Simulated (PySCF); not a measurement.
SMILES C[Si](OCC)(N)N (C3H12N2OSi) at its GFN2-xTB optimised geometry (Å):

```
19

C     -1.6703    -1.5682    -3.3339
C     -1.7264    -1.1539    -1.8706
O     -0.4218    -0.9915    -1.3802
Si     0.0460    -0.2501     0.0000
C     -0.5460    -1.1150     1.5806
N     -0.6465     1.3393     0.0000
N      1.7780    -0.2501     0.0000
H     -2.6761    -1.7085    -3.7207
H     -1.1672    -0.8019    -3.9180
H     -1.1160    -2.4976    -3.4351
H     -2.2812    -0.2157    -1.7604
H     -2.2388    -1.9232    -1.2795
H     -0.0203    -0.7440     2.4531
H     -1.6073    -0.9556     1.7417
H     -0.3778    -2.1861     1.5266
H     -0.5407     1.8889    -0.8384
H     -0.4755     1.9232     0.8019
H      2.2362     0.0925    -0.8300
H      2.2388    -1.0939     0.2990
```

Level of theory: PBE0/def2-SVP in PySCF. Cells within 0.4 Å of a nucleus heavier than hydrogen are left out (blank, or x).

Map of the electron localisation function on the plane z = 0.0 Å:

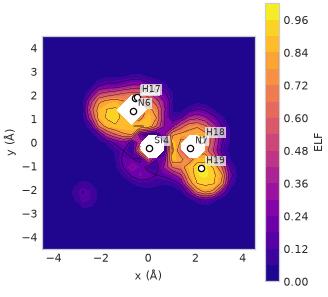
Figure: Electron localisation function on the plane z = 0.0 Å.
